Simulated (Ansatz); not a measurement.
Whose spectrum is this?

Method: Ansatz, revPBE, independent particles, without spin-orbit coupling, line width 0.15 eV (Gaussian); metals get a typed carrier damping. The response is along the first axis of the cell.

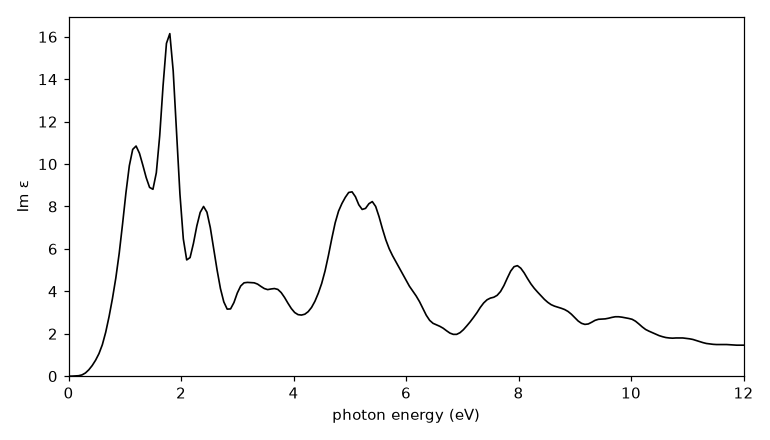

Task: All candidates were run at this level. Which one is shown?
A. CuRhS2 (R-3m)
B. PbSO (Pmn2_1)
C. MgH2S2 (P-3m1)
D. Mg3CuN (Pm-3m)

Result: B. PbSO (Pmn2_1): least direct gap 0.39 eV, ε∞ = 12.90 along the first axis, strongest peak along the first axis at 1.78 eV. The others: CuRhS2 (R-3m), least direct gap 1.07 eV, ε∞ = 14.33 along the first axis, strongest peak along the first axis at 2.38 eV; MgH2S2 (P-3m1), least direct gap 3.73 eV, ε∞ = 3.86 along the first axis, strongest peak along the first axis at 5.99 eV; Mg3CuN (Pm-3m), a metal, with a Drude term, main peak of the conductivity above 1 eV at 5.18 eV.

Cells made by substitution are models, which may or may not match a known phase.
